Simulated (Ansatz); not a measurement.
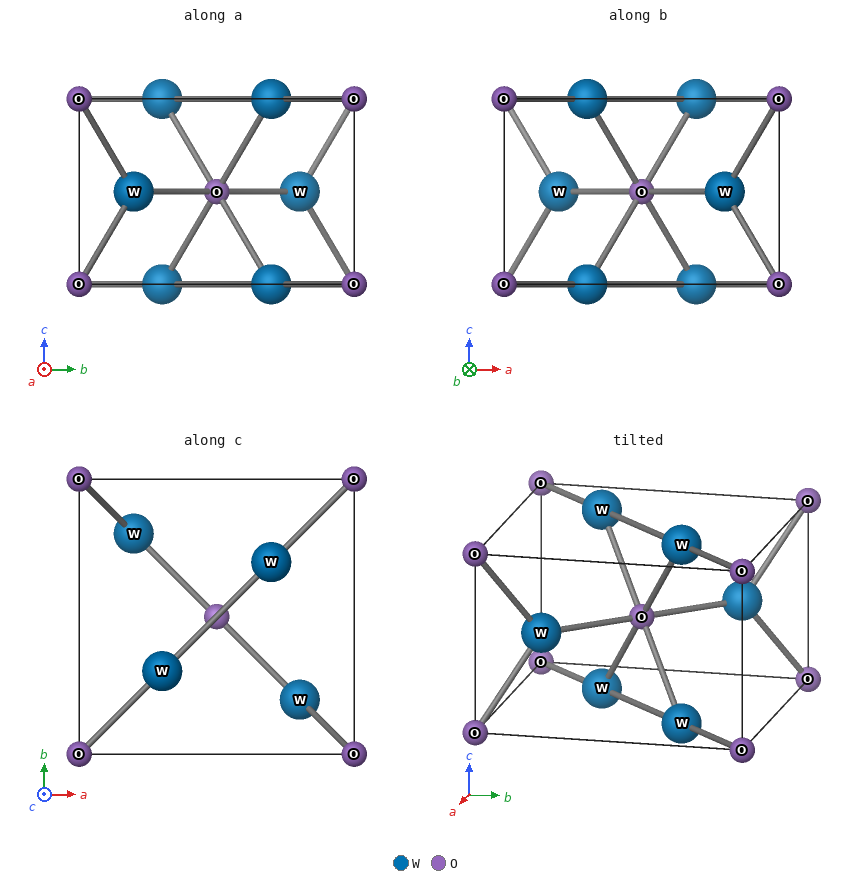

The figure gives a ball-and-stick picture of the atoms, viewed along the a axis, along the b axis, along the c axis and slightly off an axis. The conventional unit cell is drawn as a box.

Lattice parameters: a = 4.8898 Å, b = 4.8898 Å, c = 3.2952 Å, α = 90.000°, β = 90.000°, γ = 90.000°.

Question: Set out the cell and atoms as a CIF in P1 with every atom of the cell, with free fractional coordinates to two decimals.

Answer:
```cif
data_structure
_symmetry_space_group_name_H-M 'P 1'
_symmetry_Int_Tables_number 1
_cell_length_a 4.8898
_cell_length_b 4.8898
_cell_length_c 3.2952
_cell_angle_alpha 90.000
_cell_angle_beta 90.000
_cell_angle_gamma 90.000
_cell_volume 78.79
loop_
_atom_site_label
_atom_site_type_symbol
_atom_site_fract_x
_atom_site_fract_y
_atom_site_fract_z
_atom_site_occupancy
W1 W 0.30 0.30 0.00 1
W2 W 0.20 0.80 0.50 1
W3 W 0.70 0.70 0.00 1
W4 W 0.80 0.20 0.50 1
O1 O 0.00 0.00 0.00 1
O2 O 0.50 0.50 0.50 1
```

It goes back to a structure type filled with these elements by a generator (whether the compound takes this form wasn't checked). Earlier steps of the study may have refined or changed the cell and positions. It was run through Ansatz as a DFT input.
